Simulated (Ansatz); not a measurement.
**G0W0 on several functionals: Ga2O3 (R-3c)**

Aim: G0W0 for Ga2O3 (R-3c) on several starting functionals, at one mesh, band count and screening cutoff.

Calculated with Ansatz 0.2.0; G0W0 on several functionals, plane waves, PAW.

In doubt: masses and optical values from hybrid runs of this build are listed as unsure (steps 3, 4), which bears on the screening that GW takes from such a start.

## Step 1: Set-up

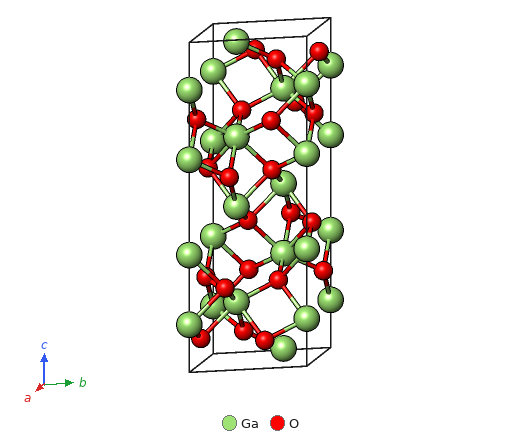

The starting structure, seen slightly off an axis (gallium green, oxygen red). This picture shows the conventional cell, with its axes. Some periodic images of atoms are drawn too.

The cell and positions are those that the Materials Project relaxed with its own functionals (PBE, PBE+U or r2SCAN), kept fixed. This is not the form that Ga2O3 usually takes at ambient conditions.

## Step 2: G0W0 on PBE

Now the one-shot GW correction: screening in the RPA, then the self-energy of the levels asked for. This step takes hard PAW files.

This step: G0W0 on PBE, plane waves, PAW.

input.yaml

```yaml
crystal:
  lattice:
    - [2.4986991939, 1.4426246522, 4.4835497685]
    - [-2.4986991939, 1.4426246522, 4.4835497685]
    - [0.0, -2.8852493044, 4.4835497685]
  atoms:
    - { symbol: Ga, position: [0.85558558, 0.85558558, 0.85558558] }
    - { symbol: Ga, position: [0.64441442, 0.64441442, 0.64441442] }
    - { symbol: Ga, position: [0.14441442, 0.14441442, 0.14441442] }
    - { symbol: Ga, position: [0.35558558, 0.35558558, 0.35558558] }
    - { symbol: O, position: [0.75, 0.44683282, 0.05316718] }
    - { symbol: O, position: [0.44683282, 0.05316718, 0.75] }
    - { symbol: O, position: [0.05316718, 0.75, 0.44683282] }
    - { symbol: O, position: [0.25, 0.55316718, 0.94683282] }
    - { symbol: O, position: [0.94683282, 0.25, 0.55316718] }
    - { symbol: O, position: [0.55316718, 0.94683282, 0.25] }
kpoints:
  mp_grid: { grid: [4, 4, 4] }
hamiltonian:
  xc: pbe
  pseudopotentials: { kind: paw, source: ansatz }
scf:
  occupations: { method: fixed }
gw:
  n_empty_bands: 576
  ecut_chi: 190.0
  qp_bands: [v3, c3]
  qp_kpoints: band_edges
  screening: { model: contour_deformation }
```

Run with:

```
$ ansatz run input.yaml --threads 3 --pin off --max-ram 92160MiB --backend cuda --events-out ev --progress --plain --runs-dir out --devices 1 --max-vram 13GiB  # rebuilt from the run's record
```

Numbers of over 12 decimals in the logs are rounded to 6 here.

The program printed:

```text
GPUs: using 1 of 1 available (devices: 1).
Engine: ansatz 0.2.0, x86_64-unknown-linux-gnu
Pseudopotentials: kind: paw
Pseudopotential: Ga, paw, valence charge 21, recommended cutoff 1020 eV (normal), Ga.paw.azcp
Pseudopotential: O, paw, valence charge 6, recommended cutoff 930 eV (normal), O.paw.azcp
Functional definition: PBE
  parameter kappa = 0.804
  parameter beta = 0.066725
  exchange = pbe_x(kappa = kappa, mu = beta*pi^2/3)
  correlation = pbe_c(beta = beta)
device memory: the entry about to start is reckoned to put 5.0 GiB on a device that reports 7.5 GiB free
GPU FFT provider: cuFFT
GPU libraries: cuBLAS 13.8.2, cuFFT 12.4.0, cuSOLVER 12.3.4
Crystal: 10 atoms, lattice volume = 96.971 Å³
Basis set: ecut = 1020 eV, 7163 PW (Γ)
Bands: 72, of which v1, the nominal top of the filled ones, is band 60 counted from 1 (59 counted from 0)
Symmetry: 12 space group operations
Space group: R-3c (ITA 167), of the structure as read, at distance tolerance 4.6e-5 Å
k-points: 13 of 64
Non-local potential: Ga, projectors of the file, l = 0: 3, l = 1: 3, l = 2: 3, l = 3: 2
Non-local potential: O, projectors of the file, l = 0: 2, l = 1: 2, l = 2: 1
PAW form: soft (Blöchl's): semilocal exchange-correlation on the pseudo side does not see the compensation charge
PAW one-centre angular grid: Ga, 590 points (default); XC on 64 Gauss nodes
PAW one-centre angular grid: O, 110 points (default); XC on 64 Gauss nodes
Initial density: superposition of atomic densities (chi_scale 0.1, normalization cell, long waves kept (reshape's long-wave potential 0.01 eV rms))
Initial wavefunctions: pseudopotential atomic-orbital guess
GPU buffer pool allocated for 262144 grid points (all kernels)
GPU transforms: local potential and band sums: pruned to the plane-wave sphere, on 60×60×60
Functional: x = pbe(κ = 0.804, μ = 0.219515), c = pbe(β = 0.066725)
SCF iter   1: F=—  HF=-37066.607414 eV  |F-HF|=—  |Δ(HF+E_count)|=         —  Δρ=1.53e-1  dr2=9.35e0  ethr=3.10e-3  ⟨swp⟩=5.0  Hψ=3484  notcnv=0  defer=128
preconditioner: auto → Resta (q_TF=auto, 2.827 Å⁻¹)  ε∞=4.1  [insulator: Δε(μ)=2.677 eV  Ē_g=20.001 eV  n_scr=34 (ndim 8)  ℏωp=35.4 eV  f_vac=0.005  ε∞_Penn≈4.1]
SCF iter   2: F=—  HF=-37063.796559 eV  |F-HF|=—  |Δ(HF+E_count)|=    2.81e0  Δρ=4.75e-2  dr2=7.50e-1  ethr=3.10e-3  ⟨swp⟩=2.9  Hψ=1962  notcnv=0  defer=127
SCF iter   3: F=—  HF=-37063.691985 eV  |F-HF|=—  |Δ(HF+E_count)|=   1.05e-1  Δρ=2.42e-2  dr2=2.89e-1  ethr=6.25e-4  ⟨swp⟩=2.0  Hψ=883  notcnv=0  defer=129
SCF iter   4: F=—  HF=-37063.674396 eV  |F-HF|=—  |Δ(HF+E_count)|=   1.76e-2  Δρ=4.49e-3  dr2=1.70e-2  ethr=2.41e-4  ⟨swp⟩=2.2  Hψ=1320  notcnv=0  defer=130
SCF iter   5: F=—  HF=-37063.675311 eV  |F-HF|=—  |Δ(HF+E_count)|=   9.15e-4  Δρ=1.87e-3  dr2=2.12e-3  ethr=1.42e-5  ⟨swp⟩=3.0  Hψ=1645  notcnv=0  defer=130
SCF iter   6: F=—  HF=-37063.677108 eV  |F-HF|=—  |Δ(HF+E_count)|=   1.80e-3  Δρ=4.60e-4  dr2=9.31e-5  ethr=1.77e-6  ⟨swp⟩=2.0  Hψ=1533  notcnv=0  defer=130
SCF iter   7: F=—  HF=-37063.677170 eV  |F-HF|=—  |Δ(HF+E_count)|=   6.27e-5  Δρ=7.23e-5  dr2=4.23e-6  ethr=7.76e-8  ⟨swp⟩=2.2  Hψ=1523  notcnv=0  defer=129
SCF iter   8: F=—  HF=-37063.677176 eV  |F-HF|=—  |Δ(HF+E_count)|=   5.47e-6  Δρ=3.04e-5  dr2=3.87e-7  ethr=3.53e-9  ⟨swp⟩=2.0  Hψ=1534  notcnv=0  defer=130
SCF iter   9: F=-37063.677176 eV  HF=-37063.677176 eV  |F-HF|=1.23e-8  |Δ(HF+E_count)|=   2.06e-7  Δρ=5.16e-6  dr2=1.39e-8  ethr=8.33e-11  ⟨swp⟩=11.8  Hψ=4336  notcnv=0
SCF 1 converged in 9 iterations: F = -37063.677176 eV  dr2 = 1.39e-8
  greatest PAW one-centre occupation: 0.995 electrons in one spin orbital (limit 2), on the Ga atom at site 3 (counted from 0), in its partial waves of l = 0
NSCF: frozen V_eff on 13 k-points
the band table was solved once the SCF had ended and its energy, with any forces and stress, was formed, with the checks that follow a solve (3584 applications of the Hamiltonian). They found nothing against the state; the energy, forces and stress were not computed again (output.eigenvalues in the input reference)
NSCF: frozen V_eff on 13 k-points
G₀W₀ screening: q 1/13
[... further progress lines ...]
device memory: the entry about to start is reckoned to put 1.4 GiB on a device that reports 4.5 GiB free
NSCF: frozen V_eff on 1 k-points
device memory: the entry about to start is reckoned to put 1.4 GiB on a device that reports 4.5 GiB free
NSCF: frozen V_eff on 1 k-points
device memory: the entry about to start is reckoned to put 1.4 GiB on a device that reports 5.5 GiB free
NSCF: frozen V_eff on 1 k-points
SCF converged after 9 iterations
Free energy (F): -37063.677176 eV
Harris-Foulkes:  -37063.677176 eV  (|F-HF|=1.23e-8)
Internal energy: -37063.677176 eV  (E = F + TS)
E sigma→0 (E₀):  -37063.677176 eV
Fermi energy:    10.426707 eV
--- Per-component energies (eV) ---
  E_band       = -2879.893437
  E_kinetic    = 4607.847181
  E_local      = -36204.628092  (includes V_loc(G=0)·N_el)
  E_nonlocal   = 7691.387108
  E_hartree    = 13397.515423
  E_xc         = -1181.931641
  E_vxc        = -1524.949860  (∫ρ·V_xc dr)
  E_paw        = -9156.353311  (= ΣΔE_a)
  E_vpaw       = -4244.573064  (= ΣTr[D̂ρ^β])
  E_aug_tail   = 0.000447  (compensation charges beyond the density's cutoff)
  E_ewald      = -16217.514291
  E_smearing   = -0.000000  (= −TS)
  E_closure    = -0.000000  (closes the sum)
  Σ components = -37063.677176   (vs F -37063.677176, Δ=0.00e0)
--- Band table (eV; the first three rows and the last of 13) ---
  k-point 0: bands = [... 56 lower, 10.1504, 10.1504, 10.2162, 10.2162, 13.2652, 17.1409, 17.2918, 19.3554, ... 8 higher]
  k-point 1: bands = [... 56 lower, 9.8567, 9.9164, 10.2764, 10.4267, 14.8384, 16.9692, 17.7825, 18.6362, ... 8 higher]
  k-point 2: bands = [... 56 lower, 9.4905, 9.4905, 10.3151, 10.3151, 16.8628, 16.8628, 17.1940, 17.1940, ... 8 higher]
  k-point 12: bands = [... 56 lower, 10.1671, 10.1671, 10.1671, 10.1671, 16.3188, 16.3188, 18.3281, 18.3281, ... 8 higher]
--- G₀W₀: contour deformation, 7 samples at zero and on the imaginary axis and 2 off it, 64 q-points, 576 empty bands' worth ---
  eigenvalues of the whole cell's RPA ε∞ on this k-mesh (on a slab, of 1 + 4πα/V) = 4.1675, 4.2835, 4.2835; static W/v taken at q = 0 is 0.235492
  gw.qp_kpoints: band_edges: 13 of 13 stored k-points solved, in 1 pass; an edge of the gap read off the rows below is read off those points alone
    ik  band        ε_KS         Σx   Σc(E_QP)       V_xc       Z   E_QP_lin       E_QP  E_QP is
     0    58     10.1504   -28.1335     4.4742   -22.6095  0.7701     9.0877     9.1006  root
     0    59     10.2162   -27.0396     4.4257   -21.6082  0.7673     9.1984     9.2105  root
     0    60     10.2162   -27.0396     4.4257   -21.6082  0.7673     9.1984     9.2105  root
     0    61     13.2652   -13.4269    -3.7681   -17.9667  0.8289    14.0403    14.0369  root
     0    62     17.1409   -13.0223    -4.6657   -18.8344  0.8124    18.2989    18.2872  root
     0    63     17.2918    -9.8948    -4.6489   -15.4019  0.8263    18.1564    18.1501  root
     1    58      9.9164   -26.6830     4.3567   -21.3064  0.7678     8.8837     8.8964  root
     1    59     10.2764   -27.2548     4.5011   -21.7309  0.7670     9.2410     9.2536  root
     1    60     10.4267   -27.6176     4.5134   -22.0898  0.7675     9.4003     9.4124  root
     1    61     14.8384   -14.5972    -3.7203   -19.1892  0.8154    15.7151    15.7101  root
     1    62     16.9692   -12.7827    -4.5989   -18.4794  0.8155    18.0773    18.0671  root
     1    63     17.7825   -12.0850    -4.7938   -17.9689  0.8103    18.8840    18.8726  root
     2    58      9.4905   -26.2799     4.6478   -20.5231  0.7624     8.3647     8.3816  root
     2    59     10.3151   -27.5969     4.5264   -22.0407  0.7676     9.2727     9.2854  root
     2    60     10.3151   -27.5969     4.5264   -22.0407  0.7676     9.2727     9.2854  root
     2    61     16.8628   -13.3295    -4.5120   -18.9106  0.8116    17.9419    17.9319  root
     2    62     16.8628   -13.3295    -4.5120   -18.9106  0.8116    17.9419    17.9319  root
     2    63     17.1940   -12.6924    -4.6169   -18.3711  0.8118    18.2661    18.2557  root
     3    58      9.9178   -27.4265     4.5537   -21.7970  0.7671     8.8275     8.8420  root
     3    59     10.1846   -27.0362     4.5002   -21.5050  0.7666     9.1407     9.1537  root
     3    60     10.2344   -27.8635     4.3992   -22.4552  0.7700     9.2137     9.2254  root
     3    61     15.1476   -14.7219    -3.7760   -19.4011  0.8131    16.0563    16.0507  root
     3    62     17.0624   -12.6904    -4.6357   -18.4243  0.8156    18.1710    18.1605  root
     3    63     17.8653   -12.2359    -4.8129   -18.1541  0.8083    18.9827    18.9706  root
[...]
11    62     17.1868   -13.4249    -4.6383   -19.1826  0.8091    18.3180    18.3063  root
    11    63     17.7582   -13.3111    -4.8015   -19.2689  0.8042    18.9280    18.9145  root
    12    58     10.1671   -27.6086     4.4596   -22.1192  0.7684     9.1249     9.1374  root
    12    59     10.1671   -27.6086     4.4596   -22.1192  0.7684     9.1249     9.1374  root
    12    60     10.1671   -27.6086     4.4596   -22.1192  0.7684     9.1249     9.1374  root
    12    61     16.3188   -13.6957    -4.2576   -18.9570  0.8111    17.3309    17.3225  root
    12    62     16.3188   -13.6957    -4.2576   -18.9570  0.8111    17.3309    17.3225  root
    12    63     18.3281   -11.5341    -5.0508   -17.6869  0.8140    19.4422    19.4300  root
```

Wall time 82 s (1 × NVIDIA H100 80GB HBM3 (shared by 6 runs) with 3 threads of AMD EPYC 7R13 (Zen 3), shared host); peak memory 3.2 GiB; 2.2 min of CPU time.

Numbers from this step:

| Item | Value |
| --- | --- |
| bands summed | 636 |
| RPA ε∞ on this mesh (eigenvalues) | 4.167, 4.284, 4.284 |
| plane waves in the screening matrix | 563 |
| q-points in the mesh | 64 |
| G0W0 gap on the mesh | 4.624 eV |
| k of the valence top | 0, 0, 0.25 |
| k of the conduction bottom | 0, 0, 0 |
| starting gap on the mesh | 2.839 eV |
| Z at the valence top | 0.7675 |
| Z at the conduction bottom | 0.8289 |
| least direct G0W0 gap on the computed points | 4.826 eV |

The gap on the mesh goes from 2.84 eV to 4.62 eV, a correction of +1.79 eV. Between the two edge states, bare exchange in place of the xc potential would open the gap by 10.07 eV, and correlation takes back 8.28 eV.

## Step 3: G0W0 on HSE06

One-shot GW remembers its start. Another functional's orbitals and levels show by how much.

This step: G0W0 on HSE06, plane waves, PAW.

Edit input.yaml of step 2 so:

```diff
@@ -19,3 +19,3 @@
 hamiltonian:
-  xc: pbe
+  xc: hse06
   pseudopotentials: { kind: paw, source: ansatz }
```

The program printed:

```text
GPUs: using 1 of 1 available (devices: 1).
[...]
davidson cushion auto → on  (no smearing: the cushion is to keep the highest requested band from converging to the state above it; pin scf.eigensolver.cushion to override)
[...]
GPU FFT provider: cuFFT
GPU libraries: cuBLAS 13.8.2, cuFFT 12.4.0, cuSOLVER 12.3.4
Crystal: 10 atoms, lattice volume = 96.971 Å³
Basis set: ecut = 1020 eV, 7163 PW (Γ)
Bands: 72, of which v1, the nominal top of the filled ones, is band 60 counted from 1 (59 counted from 0)
Symmetry: 12 space group operations
[...]
k-points: 13 of 64
[...]
GPU buffer pool allocated for 262144 grid points (all kernels)
[...]
SCF iter   1: F=—  HF=-37065.947430 eV  |F-HF|=—  |Δ(HF+E_count)|=         —  Δρ=1.53e-1  dr2=9.13e0  ethr=1.00e-1  ⟨swp⟩=4.4  Hψ=2579  notcnv=0
[...]
SCF iter   5: F=-37063.672900 eV  HF=-37063.673404 eV  |F-HF|=5.04e-4  |Δ(HF+E_count)|=   1.95e-2  Δρ=1.04e-3  dr2=8.08e-4  ethr=7.07e-7  ⟨swp⟩=4.0  Hψ=4873  notcnv=0
SCF 1 stopped early in 5 iterations: F = -37063.672900 eV  dr2 = 8.08e-4
[...]
GPU FFT provider: cuFFT
GPU libraries: cuBLAS 13.8.2, cuFFT 12.4.0, cuSOLVER 12.3.4
[...]
GPU buffer pool allocated for 262144 grid points (all kernels)
[...]
k-point 0: bands = [... 56 lower, 8.9119, 8.9560, 8.9907, 8.9907, 13.8095, 17.9586, 17.9609, 20.3060, ... 1 higher]
  k-point 1: bands = [... 56 lower, 8.5769, 8.6970, 9.0351, 9.1866, 15.3910, 17.7514, 18.5832, 19.5098, ... 1 higher]
  k-point 2: bands = [... 56 lower, 8.1907, 8.1907, 9.0667, 9.0667, 17.6120, 17.6120, 17.9578, 17.9578, ... 1 higher]
  k-point 12: bands = [... 56 lower, 8.9329, 8.9329, 8.9329, 8.9329, 16.9953, 16.9953, 19.1869, 19.1869, ... 1 higher]
  guard bands above this table: 7 of the run's 72 bands. The solve was not asked for them (output.publish_guard_bands: true or output.eigenvalues: true publishes all)
[...]
bands read: the sum over 636 bands ends inside a degenerate multiplet in 1 slot, whose members it reads at an even weight; the widest, k=0: bands 636 to 637 (counted from 1) at 1/2 each
[...]
0    58      8.9560   -26.6114     3.8176   -22.5025  0.8029     8.6641     8.6647  root
     0    59      8.9907   -26.9781     3.9439   -22.7324  0.8020     8.6881     8.6888  root
     0    60      8.9907   -26.9781     3.9439   -22.7324  0.8020     8.6881     8.6888  root
     0    61     13.8095   -12.6751    -3.7518   -17.0401  0.8553    14.4241    14.4226  root
     0    62     17.9586   -12.2363    -4.4815   -17.5068  0.8434    18.7508    18.7475  root
     0    63     17.9609    -9.1829    -4.3735   -14.1158  0.8551    18.5220    18.5204  root
     1    58      8.6970   -26.7496     3.9047   -22.5250  0.8023     8.3763     8.3771  root
     1    59      9.0351   -27.1758     3.9963   -22.8750  0.8017     8.7299     8.7306  root
[...]
12    60      8.9329   -27.4859     3.9565   -23.2163  0.8030     8.6191     8.6198  root
    12    61     16.9953   -12.8097    -4.1109   -17.6452  0.8420    17.7225    17.7198  root
    12    62     16.9953   -12.8097    -4.1109   -17.6452  0.8420    17.7225    17.7198  root
    12    63     19.1869   -10.4377    -4.7218   -15.8262  0.8475    19.8562    19.8536  root
[key lines of the parts left out:]
Free energy (F): -37065.162872 eV
Fermi energy:    9.186583 eV
```

Run time: 3.9 min. Hardware: 1 × NVIDIA H100 80GB HBM3 (shared by 6 runs) with 3 threads; peak memory 4.1 GiB.

Numbers from this step:

| Item | Value |
| --- | --- |
| bands summed | 636 |
| RPA ε∞ on this mesh (eigenvalues) | 3.344, 3.439, 3.439 |
| plane waves in the screening matrix | 563 |
| q-points in the mesh | 64 |
| G0W0 gap on the mesh | 5.529 eV |
| k of the valence top | 0, 0, 0.25 |
| k of the conduction bottom | 0, 0, 0 |
| starting gap on the mesh | 4.623 eV |
| Z at the valence top | 0.8021 |
| Z at the conduction bottom | 0.8553 |
| least direct G0W0 gap on the computed points | 5.734 eV |

Against the run with 4×4×4 mesh, 576 empty bands, screening to 190 eV, hard PAW files on PBE, the gap moves by +0.90 eV, while the start moved by +1.78 eV.

## Step 4: G0W0 on PBE0

This step: G0W0 on PBE0, plane waves, PAW.

Edit input.yaml of step 3 so:

```diff
@@ -19,3 +19,3 @@
 hamiltonian:
-  xc: hse06
+  xc: pbe0
   pseudopotentials: { kind: paw, source: ansatz }
```

The program printed:

```text
GPUs: using 1 of 1 available (devices: 1).
[...]
GPU FFT provider: cuFFT
GPU libraries: cuBLAS 13.8.2, cuFFT 12.4.0, cuSOLVER 12.3.4
Crystal: 10 atoms, lattice volume = 96.971 Å³
Basis set: ecut = 1020 eV, 7163 PW (Γ)
Bands: 72, of which v1, the nominal top of the filled ones, is band 60 counted from 1 (59 counted from 0)
Symmetry: 12 space group operations
[...]
k-points: 13 of 64
[...]
1    58      8.2984   -26.7621     3.7802   -22.9365  0.8113     8.2529     8.2529  root
     1    59      8.6365   -27.1798     3.8688   -23.2813  0.8107     8.6068     8.6068  root
[...]
12    60      8.5356   -27.4917     3.8306   -23.6226  0.8118     8.4971     8.4971  root
    12    61     17.3562   -12.8026    -4.0216   -17.2775  0.8494    17.8104    17.8095  root
    12    62     17.3562   -12.8026    -4.0216   -17.2775  0.8494    17.8104    17.8095  root
    12    63     19.5506   -10.3928    -4.6159   -15.4074  0.8551    19.9501    19.9493  root
[key lines of the parts left out:]
Free energy (F): -37065.836458 eV
Fermi energy:    8.789452 eV
```

It took 4.4 min on 1 × NVIDIA H100 80GB HBM3 (shared by 6 runs) with 3 threads; peak memory 4 GiB; 7.5 min of CPU time.

This step gave:

| Item | Value |
| --- | --- |
| bands summed | 636 |
| RPA ε∞ on this mesh (eigenvalues) | 3.203, 3.294, 3.294 |
| plane waves in the screening matrix | 563 |
| G0W0 gap on the mesh | 5.727 eV |
| k of the valence top | 0, 0, 0.25 |
| k of the conduction bottom | 0, 0, 0 |
| starting gap on the mesh | 5.338 eV |
| least direct G0W0 gap on the computed points | 5.931 eV |

Against the run with 4×4×4 mesh, 576 empty bands, screening to 190 eV, hard PAW files on HSE06, the gap moves by +0.20 eV, while the start moved by +0.72 eV.

## Step 5: Side by side

All on the 4×4×4 mesh with 576 empty bands and screening to 190 eV. Times are wall times on 1 × NVIDIA H100 80GB HBM3 (shared by 6 runs) with 3 threads of AMD EPYC 7R13 (Zen 3), shared host, good to a factor of about two.

```
start  starting gap (eV)  shift (eV)  G0W0 gap (eV)  RPA ε∞ (harmonic mean)  Z (valence, conduction)     time
  PBE               2.84       +1.79           4.62                    4.24               0.77, 0.83     82 s
HSE06               4.62       +0.91           5.53                    3.41               0.80, 0.86  3.9 min
 PBE0               5.34       +0.39           5.73                    3.26               0.81, 0.86  4.4 min
```

The parts of the quasiparticle energy at the two band edges (eV; QP = start + Σx + Σc − Vxc):

```
  run               edge  start      Σx     Σc     Vxc     Z     QP
  PBE        valence top  10.43  -27.62   4.51  -22.09  0.77   9.41
  PBE  conduction bottom  13.27  -13.43  -3.77  -17.97  0.83  14.04
HSE06        valence top   9.19  -27.51   4.01  -23.20  0.80   8.89
HSE06  conduction bottom  13.81  -12.68  -3.75  -17.04  0.86  14.42
 PBE0        valence top   8.79  -27.51   3.88  -23.61  0.81   8.77
 PBE0  conduction bottom  14.13  -12.68  -3.68  -16.73  0.86  14.50
```

For a hybrid start, Vxc holds its share of exact exchange.

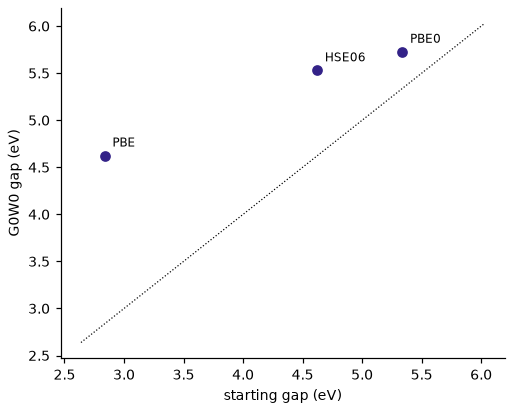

G0W0 gap against starting gap; on the dotted line the correction would vanish.

## Step 6: Outcome

* G0W0@PBE: 4.62 eV (start 2.84 eV)
* G0W0@HSE06: 5.53 eV (start 4.62 eV)
* G0W0@PBE0: 5.73 eV (start 5.34 eV)
* known limits: not at the basis limit; no spin-orbit coupling

What this shows: The starting gaps span 2.50 eV and the G0W0 gaps 1.10 eV. Between PBE and PBE0, 1.10 eV of the 2.50 eV survives, 44 %. PBE0 screens less than PBE (ε∞ 3.26 against 4.24). Of the 1.10 eV by which its G0W0 gap is higher, the correlation part gives +0.72 eV, and exchange with the one-particle terms, which follow the orbitals, +0.39 eV. The smallest correction, +0.39 eV, is on PBE0, the start nearest to reproducing itself. Bands and cutoff are finite, so the gap is not at the basis limit. The miss can reach some tenths of an eV and take either sign; the mesh is an error of its own. The many-body steps are scalar-relativistic: spin-orbit coupling is not in them.

[Paths, hosts, dates, memory and timing lines, banners, echoed tables and standing remarks are left out of the program output.]

[Logs are printed without paths, hosts, clocks, repeated set-up lines and the standing remarks that a program may print on its own settings, such as how far it seeks lower states.]

[Runs of the session that timed out or met a known fault of the program may be left out.]

[Cells called generated may have been cut or substituted from an entry of the Crystallography Open Database or the Materials Project.]

[Hosts, paths, dates, database ids (printed as entryN), source tags and the programs' standing remarks are cut or masked in the printed files.]
